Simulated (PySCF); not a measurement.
CH5Si, SMILES [CH2][SiH3], doublet at its PBE0/def2-SVP optimised geometry (Å):

```
7

C     -1.1466    -1.3141    -1.4737
Si    -0.5047    -0.3961     0.0000
H     -0.4963    -1.8627    -2.1630
H     -2.2147    -1.3595    -1.7142
H     -0.9794    -1.0215     1.2774
H      0.9893    -0.3961     0.0000
H     -0.9893     1.0215     0.0000
```

Method: unrestricted PBE0/def2-TZVP (PySCF).

Map of the Laplacian of the electron density (e/bohr⁵), clipped to [-1.50, 1.50] on the plane z = 1.2 Å:

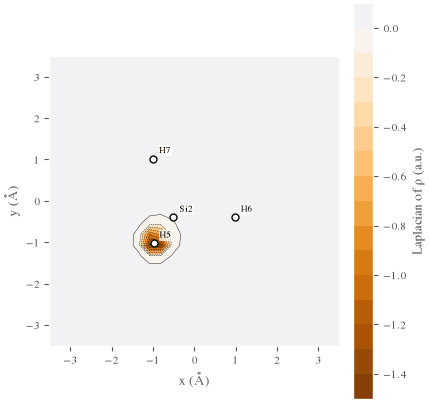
Fig. 1. Laplacian of the electron density (e/bohr⁵), clipped to [-1.50, 1.50] on the plane z = 1.2 Å.
